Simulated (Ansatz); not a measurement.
# Al₂H₂ (singlet): PBE, r2SCAN, PBE0, B3LYP, wB97M-V, HSE06, B2PLYP, RPA-PBE over vertical spin and charge gaps, cc-pVDZ, part 1 of 2

How well do these functionals follow the top wave-function level for Al₂H₂ (singlet) over vertical spin and charge gaps?

Computed with Ansatz 0.2.0, Gaussian basis. Level: cc-pVDZ, all electrons in the functionals, frozen cores in the correlation of double hybrids and RPA.

The runs, in order: PBE, r2SCAN, PBE0, B3LYP, wB97M-V, HSE06, B2PLYP, RPA-PBE, at charge 0, singlet; charge 0, triplet; charge 1, doublet (not every functional at every point).

2 further runs of the same task are left out: 2 set aside as unsound or not needed.

## Step 1: What is computed

The geometry is a PBE0/def2-TZVP stationary point (not a proven minimum).

4 atoms, charge 0, spin multiplicity 1.

Atoms are counted from 1 here; the program's logs count them from 0.

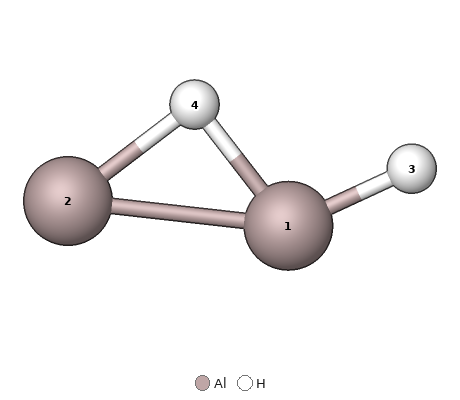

The structure; aluminium light grey, hydrogen white; atoms are numbered from 1 in the order of the file.

No dispersion term is added; wB97M-V holds VV10 nonlocal correlation. B3LYP takes the VWN-RPA correlation. HSE06 is the plane-wave form.

The geometry shown and the zero of energy belong to the point charge 0, singlet. The yardstick, UCCSDTQ, and other wave-function levels (R restricted, U unrestricted, valence and pair active spaces) come from earlier runs.

## Step 2: PBE, charge 0, singlet

Input file in.yaml:

```yaml
crystal:
  periodic: [false, false, false]
  atoms:
    - {symbol: Al, position_ang: [0.000000, 0.092491, 1.264725]}
    - {symbol: Al, position_ang: [0.000000, -0.019298, -1.366900]}
    - {symbol: H, position_ang: [0.000000, -0.688202, 2.680370]}
    - {symbol: H, position_ang: [0.000000, -1.271083, 0.054761]}
basis:
  gaussian: {orbitals: cc-pVDZ}
magnetization: {spin_polarized: true, initial_magnetization: 0}
hamiltonian: {xc: {name: PBE}}
output: {orbitals: {seedname: orbitals}}
```

The run is started by

```console
ansatz run in.yaml --threads 1 --pin off --events-out ev --progress --plain --max-ram 2816MiB --backend cpu
```

Output:

```text
Functional definition: PBE
  name "PBE"
  cite "Perdew, Burke & Ernzerhof, Phys. Rev. Lett. 77, 3865 (1996) doi:10.1103/PhysRevLett.77.3865"
  parent pbe
  parameter kappa = 0.804
  parameter beta = 0.06672455060314922
  exchange = pbe_x(kappa = kappa, mu = beta*pi^2/3)
  correlation = pbe_c(beta = beta)
448 factors; integrals over basis functions are off by at most 1.2e-3 eV
mean field evaluation 1: about -13215.4846 eV, gradient 1.1e1 eV
mean field evaluation 2: about -13215.1628 eV, gradient 1.1e1 eV
mean field evaluation 4: about -13216.6390 eV, gradient 1.3e0 eV
mean field evaluation 8: about -13216.6644 eV, gradient 7.3e-3 eV
mean field evaluation 16: about -13213.2058 eV, gradient 4.6e0 eV
mean field evaluation 32: about -13216.5962 eV, gradient 6.7e-1 eV
mean field -13216.66438880 eV, -485.7034577116 hartree, gradient 6.1e-6 eV, S^2 0.000000; 5 other end points of the search recorded, 0 dependent functions left out
reference -13216.66442369 eV, -485.7034589938 hartree; 14, 14 occupied and 32, 32 virtual orbitals, 448 factors
Total energy: -13216.66442369 eV, -485.7034589938 hartree
```

Wall time 2 s (1 thread of AMD EPYC 7R13, shared host); peak memory 0.26 GiB.

From the report: ⟨S²⟩ of the determinant 0.000 (pure singlet: 0.00).

## Step 3: PBE, charge 0, triplet

in.yaml: that of step 2 with these lines changed.

```diff
@@ -9,3 +9,3 @@
   gaussian: {orbitals: cc-pVDZ}
-magnetization: {spin_polarized: true, initial_magnetization: 0}
+magnetization: {spin_polarized: true, initial_magnetization: 2}
 hamiltonian: {xc: {name: PBE}}
```

The command is unchanged.

Output:

```text
Functional definition: PBE
  name "PBE"
  cite "Perdew, Burke & Ernzerhof, Phys. Rev. Lett. 77, 3865 (1996) doi:10.1103/PhysRevLett.77.3865"
  parent pbe
  parameter kappa = 0.804
  parameter beta = 0.06672455060314922
  exchange = pbe_x(kappa = kappa, mu = beta*pi^2/3)
  correlation = pbe_c(beta = beta)
448 factors; integrals over basis functions are off by at most 1.2e-3 eV
mean field evaluation 1: about -13214.4944 eV, gradient 1.1e1 eV
mean field evaluation 2: about -13212.5331 eV, gradient 1.6e1 eV
mean field evaluation 4: about -13215.8709 eV, gradient 2.2e0 eV
mean field evaluation 8: about -13215.9478 eV, gradient 5.7e-2 eV
mean field evaluation 16: about -13215.9479 eV, gradient 1.6e-4 eV
mean field evaluation 32: about -13214.2943 eV, gradient 2.9e0 eV
mean field -13215.94794808 eV, -485.6771290007 hartree, gradient 1.4e-5 eV, S^2 2.011089; 3 other end points of the search recorded, 0 dependent functions left out
reference -13215.94798462 eV, -485.6771303436 hartree; 15, 13 occupied and 31, 33 virtual orbitals, 448 factors
Total energy: -13215.94798462 eV, -485.6771303436 hartree
```

It took 1.6 s on 1 thread of AMD EPYC 7R13, shared host; peak memory 0.26 GiB.

From the report: ⟨S²⟩ of the determinant 2.011 (pure triplet: 2.00).

From charge 0, singlet: +69.1 kJ/mol.

## Step 4: PBE, charge 1, doublet

in.yaml: that of step 3 with these lines changed.

```diff
@@ -9,3 +9,4 @@
   gaussian: {orbitals: cc-pVDZ}
-magnetization: {spin_polarized: true, initial_magnetization: 2}
+total_charge: 1
+magnetization: {spin_polarized: true, initial_magnetization: 1}
 hamiltonian: {xc: {name: PBE}}
```

Same command.

Output:

```text
Functional definition: PBE
  name "PBE"
  cite "Perdew, Burke & Ernzerhof, Phys. Rev. Lett. 77, 3865 (1996) doi:10.1103/PhysRevLett.77.3865"
  parent pbe
  parameter kappa = 0.804
  parameter beta = 0.06672455060314922
  exchange = pbe_x(kappa = kappa, mu = beta*pi^2/3)
  correlation = pbe_c(beta = beta)
448 factors; integrals over basis functions are off by at most 1.2e-3 eV
mean field evaluation 1: about -13206.2607 eV, gradient 1.5e1 eV
mean field evaluation 2: about -13202.6476 eV, gradient 2.1e1 eV
mean field evaluation 4: about -13208.9959 eV, gradient 3.8e0 eV
mean field evaluation 8: about -13209.2274 eV, gradient 9.6e-2 eV
mean field evaluation 16: about -13207.5268 eV, gradient 5.6e0 eV
mean field evaluation 32: about -13208.7566 eV, gradient 1.9e0 eV
mean field -13209.22762195 eV, -485.4301615706 hartree, gradient 6.7e-5 eV, S^2 0.763859; 3 other end points of the search recorded, 0 dependent functions left out
reference -13209.22766065 eV, -485.4301629927 hartree; 14, 13 occupied and 32, 33 virtual orbitals, 448 factors
Total energy: -13209.22766065 eV, -485.4301629927 hartree
```

It took 1.4 s on 1 thread of AMD EPYC 7R13, shared host; peak memory 0.26 GiB.

From the report: ⟨S²⟩ of the determinant 0.764 (pure doublet: 0.75).

From charge 0, singlet: +717.5 kJ/mol.

## Step 5: r2SCAN, charge 0, singlet

in.yaml: that of step 4 with these lines changed.

```diff
@@ -9,5 +9,4 @@
   gaussian: {orbitals: cc-pVDZ}
-total_charge: 1
-magnetization: {spin_polarized: true, initial_magnetization: 1}
-hamiltonian: {xc: {name: PBE}}
-output: {orbitals: {seedname: orbitals}}
+magnetization: {spin_polarized: true, initial_magnetization: 0}
+hamiltonian: {xc: {name: r2SCAN}}
+output: {forces: true}
```

Launched as before.

Output, cut to the lines that bear on the results:

```text
Functional definition: r2SCAN
  name "r2SCAN"
  cite "Furness, Kaplan, Ning, Perdew & Sun, J. Phys. Chem. Lett. 11, 8208 (2020) doi:10.1021/acs.jpclett.0c02405"
  cite "Furness, Kaplan, Ning, Perdew & Sun, J. Phys. Chem. Lett. 11, 9248 (2020) doi:10.1021/acs.jpclett.0c03077"
  parent r2scan
[...]
448 factors; integrals over basis functions are off by at most 1.2e-3 eV
[...]
mean field -13222.49504599 eV, -485.9177304110 hartree, gradient 3.1e-5 eV, S^2 0.302894; 10 other end points of the search recorded, 0 dependent functions left out
[...]
reference -13222.49506088 eV, -485.9177309583 hartree; 14, 14 occupied and 32, 32 virtual orbitals, 448 factors
Total energy: -13222.49506088 eV, -485.9177309583 hartree
Atom 0 at     0.000000     0.092491     1.264725 Å, force     0.000000    -0.103711    -0.128533 eV/Å
Atom 1 at     0.000000    -0.019298    -1.366900 Å, force    -0.000000     0.057807     0.001005 eV/Å
Atom 2 at     0.000000    -0.688202     2.680370 Å, force    -0.000000     0.029498     0.075120 eV/Å
Atom 3 at     0.000000    -1.271083     0.054761 Å, force    -0.000000     0.016406     0.052408 eV/Å
Dipole moment:    -0.000000     0.007732     0.035777 e Å
```

It took 8 s on 1 thread of AMD EPYC 7R13, shared host; peak memory 0.26 GiB.

From the report: ⟨S²⟩ of the determinant 0.303 (pure singlet: 0.00).

## Step 6: r2SCAN, charge 0, triplet

in.yaml: that of step 5 with these lines changed.

```diff
@@ -9,4 +9,3 @@
   gaussian: {orbitals: cc-pVDZ}
-magnetization: {spin_polarized: true, initial_magnetization: 0}
+magnetization: {spin_polarized: true, initial_magnetization: 2}
 hamiltonian: {xc: {name: r2SCAN}}
-output: {forces: true}
```

Launched as before.

Output, cut to the lines that bear on the results:

```text
Functional definition: r2SCAN
  name "r2SCAN"
  cite "Furness, Kaplan, Ning, Perdew & Sun, J. Phys. Chem. Lett. 11, 8208 (2020) doi:10.1021/acs.jpclett.0c02405"
  cite "Furness, Kaplan, Ning, Perdew & Sun, J. Phys. Chem. Lett. 11, 9248 (2020) doi:10.1021/acs.jpclett.0c03077"
  parent r2scan
[...]
448 factors; integrals over basis functions are off by at most 1.2e-3 eV
[...]
mean field -13221.93928492 eV, -485.8973065684 hartree, gradient 7.2e-5 eV, S^2 2.034840; 3 other end points of the search recorded, 0 dependent functions left out
reference -13221.93929989 eV, -485.8973071187 hartree; 15, 13 occupied and 31, 33 virtual orbitals, 448 factors
Total energy: -13221.93929989 eV, -485.8973071187 hartree
```

Wall time 3.7 s (1 thread of AMD EPYC 7R13, shared host); peak memory 0.26 GiB.

From the report: ⟨S²⟩ of the determinant 2.035 (pure triplet: 2.00).

From charge 0, singlet: +53.6 kJ/mol.

## Step 7: r2SCAN, charge 1, doublet

in.yaml: that of step 6 with these lines changed.

```diff
@@ -9,3 +9,4 @@
   gaussian: {orbitals: cc-pVDZ}
-magnetization: {spin_polarized: true, initial_magnetization: 2}
+total_charge: 1
+magnetization: {spin_polarized: true, initial_magnetization: 1}
 hamiltonian: {xc: {name: r2SCAN}}
```

Launched as before.

Output, cut to the lines that bear on the results:

```text
Functional definition: r2SCAN
  name "r2SCAN"
  cite "Furness, Kaplan, Ning, Perdew & Sun, J. Phys. Chem. Lett. 11, 8208 (2020) doi:10.1021/acs.jpclett.0c02405"
  cite "Furness, Kaplan, Ning, Perdew & Sun, J. Phys. Chem. Lett. 11, 9248 (2020) doi:10.1021/acs.jpclett.0c03077"
  parent r2scan
[...]
448 factors; integrals over basis functions are off by at most 1.2e-3 eV
[...]
mean field -13215.10145986 eV, -485.6460211324 hartree, gradient 1.3e-5 eV, S^2 0.791012; 2 other end points of the search recorded, 0 dependent functions left out
reference -13215.10147519 eV, -485.6460216958 hartree; 14, 13 occupied and 32, 33 virtual orbitals, 448 factors
Total energy: -13215.10147519 eV, -485.6460216958 hartree
```

Run time: 3.3 s. Hardware: 1 thread of AMD EPYC 7R13, shared host; peak memory 0.26 GiB.

From the report: ⟨S²⟩ of the determinant 0.791 (pure doublet: 0.75).

From charge 0, singlet: +713.4 kJ/mol.

## Step 8: PBE0, charge 0, singlet

in.yaml: that of step 7 with these lines changed.

```diff
@@ -9,4 +9,4 @@
   gaussian: {orbitals: cc-pVDZ}
-total_charge: 1
-magnetization: {spin_polarized: true, initial_magnetization: 1}
-hamiltonian: {xc: {name: r2SCAN}}
+magnetization: {spin_polarized: true, initial_magnetization: 0}
+hamiltonian: {xc: {name: PBE0}}
+output: {forces: true, orbitals: {seedname: orbitals}}
```

Launched as before.

Output, cut to the lines that bear on the results:

```text
Functional definition: PBE0
  name "PBE0"
  cite "Adamo & Barone, J. Chem. Phys. 110, 6158 (1999) doi:10.1063/1.478522"
  cite "Perdew, Burke & Ernzerhof, Phys. Rev. Lett. 77, 3865 (1996) doi:10.1103/PhysRevLett.77.3865"
  parent pbe
[...]
448 factors; integrals over basis functions are off by at most 1.2e-3 eV
[...]
mean field -13217.93581658 eV, -485.7501818205 hartree, gradient 2.3e-6 eV, S^2 0.000000; 4 other end points of the search recorded, 0 dependent functions left out
[...]
reference -13217.93584279 eV, -485.7501827838 hartree; 14, 14 occupied and 32, 32 virtual orbitals, 448 factors
Total energy: -13217.93584279 eV, -485.7501827838 hartree
Atom 0 at     0.000000     0.092491     1.264725 Å, force     0.000000     0.111189     0.019277 eV/Å
Atom 1 at     0.000000    -0.019298    -1.366900 Å, force    -0.000000     0.058328    -0.146174 eV/Å
Atom 2 at     0.000000    -0.688202     2.680370 Å, force     0.000000    -0.053071     0.118311 eV/Å
Atom 3 at     0.000000    -1.271083     0.054761 Å, force    -0.000000    -0.116447     0.008586 eV/Å
Dipole moment:     0.000000     0.008057     0.026883 e Å
```

It took 2.5 s on 1 thread of AMD EPYC 7R13, shared host; peak memory 0.26 GiB.

From the report: ⟨S²⟩ of the determinant 0.000 (pure singlet: 0.00).

## Step 9: PBE0, charge 0, triplet

in.yaml: that of step 8 with these lines changed.

```diff
@@ -9,4 +9,4 @@
   gaussian: {orbitals: cc-pVDZ}
-magnetization: {spin_polarized: true, initial_magnetization: 0}
+magnetization: {spin_polarized: true, initial_magnetization: 2}
 hamiltonian: {xc: {name: PBE0}}
-output: {forces: true, orbitals: {seedname: orbitals}}
+output: {orbitals: {seedname: orbitals}}
```

Launched as before.

Output, cut to the lines that bear on the results:

```text
Functional definition: PBE0
  name "PBE0"
  cite "Adamo & Barone, J. Chem. Phys. 110, 6158 (1999) doi:10.1063/1.478522"
  cite "Perdew, Burke & Ernzerhof, Phys. Rev. Lett. 77, 3865 (1996) doi:10.1103/PhysRevLett.77.3865"
  parent pbe
[...]
448 factors; integrals over basis functions are off by at most 1.2e-3 eV
[...]
mean field -13217.19398805 eV, -485.7229201250 hartree, gradient 2.4e-5 eV, S^2 2.018379; 2 other end points of the search recorded, 0 dependent functions left out
reference -13217.19401555 eV, -485.7229211355 hartree; 15, 13 occupied and 31, 33 virtual orbitals, 448 factors
Total energy: -13217.19401555 eV, -485.7229211355 hartree
```

Run time: 1.8 s. Hardware: 1 thread of AMD EPYC 7R13, shared host; peak memory 0.26 GiB.

From the report: ⟨S²⟩ of the determinant 2.018 (pure triplet: 2.00).

From charge 0, singlet: +71.6 kJ/mol.

Orbitals, density, ELF and potential are computed afterwards from the orbital file.

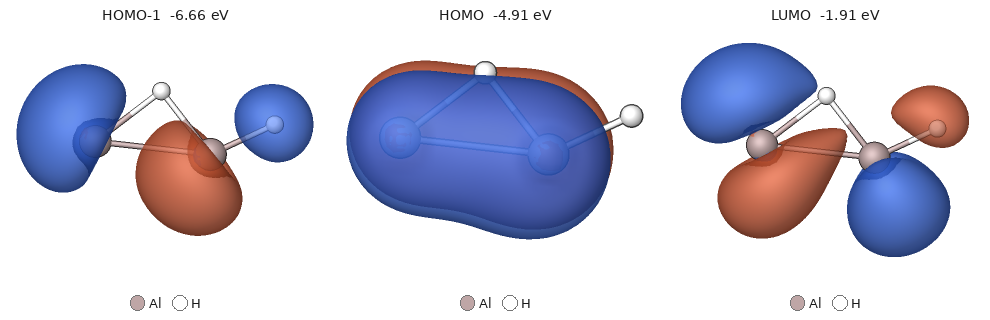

Frontier orbitals at PBE0/cc-pVDZ (alpha spin); each surface holds 70 % of the orbital's density, blue and red mark the sign.

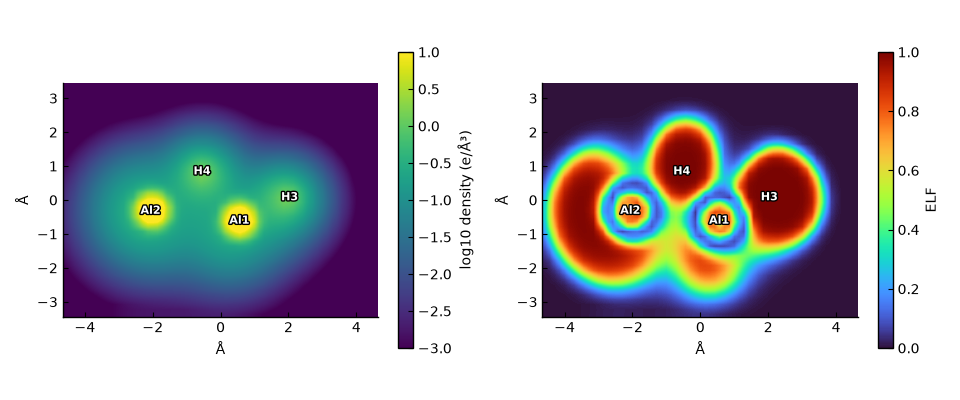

Density (left) and ELF (right) in a plane through or near 4 of the atoms.

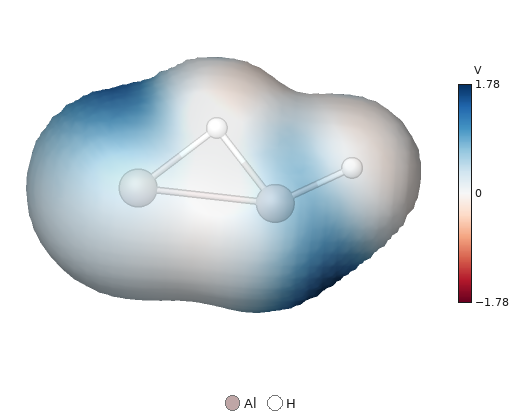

The potential that a unit positive charge feels on the 0.002 e/bohr³ surface, from the 1st to the 99th percentile, from -0.15 to 1.78 V.

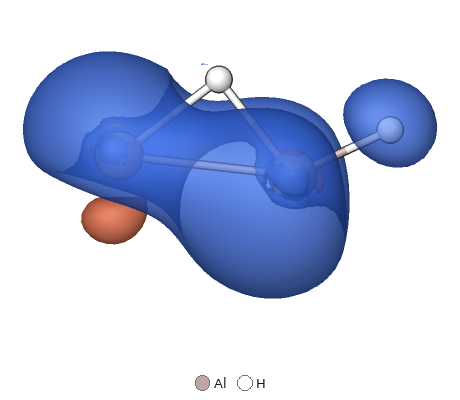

Spin density at ±0.02 e/Å³ (alpha excess blue, beta excess red).

## Step 10: PBE0, charge 1, doublet

in.yaml: that of step 9 with these lines changed.

```diff
@@ -9,3 +9,4 @@
   gaussian: {orbitals: cc-pVDZ}
-magnetization: {spin_polarized: true, initial_magnetization: 2}
+total_charge: 1
+magnetization: {spin_polarized: true, initial_magnetization: 1}
 hamiltonian: {xc: {name: PBE0}}
```

Same command.

Output:

```text
Functional definition: PBE0
  name "PBE0"
  cite "Adamo & Barone, J. Chem. Phys. 110, 6158 (1999) doi:10.1063/1.478522"
  cite "Perdew, Burke & Ernzerhof, Phys. Rev. Lett. 77, 3865 (1996) doi:10.1103/PhysRevLett.77.3865"
  parent pbe
  parameter a = 0.25
  parameter kappa = 0.804
  parameter beta = 0.06672455060314922
  exchange = (1 - a)*pbe_x(kappa = kappa, mu = beta*pi^2/3) + a*exact_x
  correlation = pbe_c(beta = beta)
448 factors; integrals over basis functions are off by at most 1.2e-3 eV
mean field evaluation 1: about -13208.7546 eV, gradient 1.2e1 eV
mean field evaluation 2: about -13209.3898 eV, gradient 9.0e0 eV
mean field evaluation 4: about -13210.4608 eV, gradient 6.2e-1 eV
mean field evaluation 8: about -13210.4962 eV, gradient 7.3e-2 eV
mean field evaluation 16: about -13210.4964 eV, gradient 5.7e-4 eV
mean field -13210.49644551 eV, -485.4767899765 hartree, gradient 6.5e-5 eV, S^2 0.776843; 3 other end points of the search recorded, 0 dependent functions left out
reference -13210.49647453 eV, -485.4767910428 hartree; 14, 13 occupied and 32, 33 virtual orbitals, 448 factors
Total energy: -13210.49647453 eV, -485.4767910428 hartree
```

Wall time 1.6 s (1 thread of AMD EPYC 7R13, shared host); peak memory 0.26 GiB.

From the report: ⟨S²⟩ of the determinant 0.777 (pure doublet: 0.75).

From charge 0, singlet: +717.8 kJ/mol.

## Step 11: B3LYP, charge 0, singlet

in.yaml: that of step 10 with these lines changed.

```diff
@@ -9,5 +9,3 @@
   gaussian: {orbitals: cc-pVDZ}
-total_charge: 1
-magnetization: {spin_polarized: true, initial_magnetization: 1}
-hamiltonian: {xc: {name: PBE0}}
-output: {orbitals: {seedname: orbitals}}
+magnetization: {spin_polarized: true, initial_magnetization: 0}
+hamiltonian: {xc: {name: B3LYP}}
```

Launched as before.

Output, cut to the lines that bear on the results:

```text
Functional definition: B3LYP
  name "B3LYP"
  cite "Stephens, Devlin, Chabalowski & Frisch, J. Phys. Chem. 98, 11623 (1994) doi:10.1021/j100096a001"
  cite "Becke, Phys. Rev. A 38, 3098 (1988) doi:10.1103/PhysRevA.38.3098"
  cite "Lee, Yang & Parr, Phys. Rev. B 37, 785 (1988) doi:10.1103/PhysRevB.37.785"
  cite "Vosko, Wilk & Nusair, Can. J. Phys. 58, 1200 (1980) doi:10.1139/p80-159"
[...]
448 factors; integrals over basis functions are off by at most 1.2e-3 eV
[...]
mean field -13225.47127144 eV, -486.0271046791 hartree, gradient 1.9e-5 eV, S^2 0.000000; 2 other end points of the search recorded, 0 dependent functions left out
reference -13225.47148812 eV, -486.0271126419 hartree; 14, 14 occupied and 32, 32 virtual orbitals, 448 factors
Total energy: -13225.47148812 eV, -486.0271126419 hartree
```

Wall time 1.5 s (1 thread of AMD EPYC 7R13, shared host); peak memory 0.26 GiB.

From the report: ⟨S²⟩ of the determinant 0.000 (pure singlet: 0.00).

## Step 12: B3LYP, charge 0, triplet

in.yaml: that of step 11 with these lines changed.

```diff
@@ -9,3 +9,3 @@
   gaussian: {orbitals: cc-pVDZ}
-magnetization: {spin_polarized: true, initial_magnetization: 0}
+magnetization: {spin_polarized: true, initial_magnetization: 2}
 hamiltonian: {xc: {name: B3LYP}}
```

The command is unchanged.

Output, cut to the lines that bear on the results:

```text
Functional definition: B3LYP
  name "B3LYP"
  cite "Stephens, Devlin, Chabalowski & Frisch, J. Phys. Chem. 98, 11623 (1994) doi:10.1021/j100096a001"
  cite "Becke, Phys. Rev. A 38, 3098 (1988) doi:10.1103/PhysRevA.38.3098"
  cite "Lee, Yang & Parr, Phys. Rev. B 37, 785 (1988) doi:10.1103/PhysRevB.37.785"
  cite "Vosko, Wilk & Nusair, Can. J. Phys. 58, 1200 (1980) doi:10.1139/p80-159"
[...]
448 factors; integrals over basis functions are off by at most 1.2e-3 eV
[...]
mean field -13224.53657191 eV, -485.9927551050 hartree, gradient 4.6e-5 eV, S^2 2.010353; 2 other end points of the search recorded, 0 dependent functions left out
reference -13224.53678173 eV, -485.9927628157 hartree; 15, 13 occupied and 31, 33 virtual orbitals, 448 factors
Total energy: -13224.53678173 eV, -485.9927628157 hartree
```

Wall time 1.6 s (1 thread of AMD EPYC 7R13, shared host); peak memory 0.26 GiB.

From the report: ⟨S²⟩ of the determinant 2.010 (pure triplet: 2.00).

From charge 0, singlet: +90.2 kJ/mol.

## Step 13: B3LYP, charge 1, doublet

in.yaml: that of step 12 with these lines changed.

```diff
@@ -9,3 +9,4 @@
   gaussian: {orbitals: cc-pVDZ}
-magnetization: {spin_polarized: true, initial_magnetization: 2}
+total_charge: 1
+magnetization: {spin_polarized: true, initial_magnetization: 1}
 hamiltonian: {xc: {name: B3LYP}}
```

Launched as before.

Output, cut to the lines that bear on the results:

```text
Functional definition: B3LYP
  name "B3LYP"
  cite "Stephens, Devlin, Chabalowski & Frisch, J. Phys. Chem. 98, 11623 (1994) doi:10.1021/j100096a001"
  cite "Becke, Phys. Rev. A 38, 3098 (1988) doi:10.1103/PhysRevA.38.3098"
  cite "Lee, Yang & Parr, Phys. Rev. B 37, 785 (1988) doi:10.1103/PhysRevB.37.785"
  cite "Vosko, Wilk & Nusair, Can. J. Phys. 58, 1200 (1980) doi:10.1139/p80-159"
[...]
448 factors; integrals over basis functions are off by at most 1.2e-3 eV
[...]
mean field -13217.98486047 eV, -485.7519841505 hartree, gradient 3.3e-5 eV, S^2 0.766183; 2 other end points of the search recorded, 0 dependent functions left out
reference -13217.98508192 eV, -485.7519922884 hartree; 14, 13 occupied and 32, 33 virtual orbitals, 448 factors
Total energy: -13217.98508192 eV, -485.7519922884 hartree
```

Run time: 1.5 s. Hardware: 1 thread of AMD EPYC 7R13, shared host; peak memory 0.26 GiB.

From the report: ⟨S²⟩ of the determinant 0.766 (pure doublet: 0.75).

From charge 0, singlet: +722.3 kJ/mol.

## Step 14: wB97M-V, charge 0, singlet

in.yaml: that of step 13 with these lines changed.

```diff
@@ -9,4 +9,4 @@
   gaussian: {orbitals: cc-pVDZ}
-total_charge: 1
-magnetization: {spin_polarized: true, initial_magnetization: 1}
-hamiltonian: {xc: {name: B3LYP}}
+magnetization: {spin_polarized: true, initial_magnetization: 0}
+hamiltonian: {xc: {name: wB97M-V}}
+output: {forces: true, orbitals: {seedname: orbitals}}
```

Launched as before.

Output, cut to the lines that bear on the results:

```text
Functional definition: wB97M-V
  name "wB97M-V"
  cite "Mardirossian & Head-Gordon, J. Chem. Phys. 144, 214110 (2016) doi:10.1063/1.4952647"
  cite "Becke, J. Chem. Phys. 107, 8554 (1997) doi:10.1063/1.475007"
  cite "Vydrov & Van Voorhis, J. Chem. Phys. 133, 244103 (2010) doi:10.1063/1.3521275"
  # Of w^i u^j: cxij and so on, Table III.
[...]
  gx(w, u) = 1 - cx + cx01*u + cx10*w
  gss(w, u) = css00 + css04*u^4 + css10*w + css20*w^2 + css43*w^4*u^3
  gos(w, u) = cos00 + cos10*w + (cos20 + cos21*u)*w^2 + (cos60 + cos61*u)*w^6
[...]
      + integral(e_c_pw_mod_opposite_spin*gos(b97_w_opposite, b97_u_opposite)) + vv10(b, c)
448 factors; integrals over basis functions are off by at most 1.2e-3 eV
171 factors; integrals over basis functions are off by at most 1.6e-5 eV
[...]
mean field -13223.21685356 eV, -485.9442563499 hartree, gradient 3.3e-5 eV, S^2 0.000000; 1 other end points of the search recorded, 0 dependent functions left out
[...]
reference -13223.21689529 eV, -485.9442578835 hartree; 14, 14 occupied and 32, 32 virtual orbitals, 448 factors
Total energy: -13223.21689529 eV, -485.9442578835 hartree
Atom 0 at     0.000000     0.092491     1.264725 Å, force    -0.000000     0.095591     0.202812 eV/Å
Atom 1 at     0.000000    -0.019298    -1.366900 Å, force     0.000000     0.013645    -0.198995 eV/Å
Atom 2 at     0.000000    -0.688202     2.680370 Å, force    -0.000000    -0.023151     0.013739 eV/Å
Atom 3 at     0.000000    -1.271083     0.054761 Å, force    -0.000000    -0.086085    -0.017556 eV/Å
Dipole moment:     0.000000     0.026164    -0.070952 e Å
```

Run time: 6.5 s. Hardware: 1 thread of AMD EPYC 7R13, shared host; peak memory 0.26 GiB.

From the report: ⟨S²⟩ of the determinant 0.000 (pure singlet: 0.00).

(Continued in part 2 of 2.)
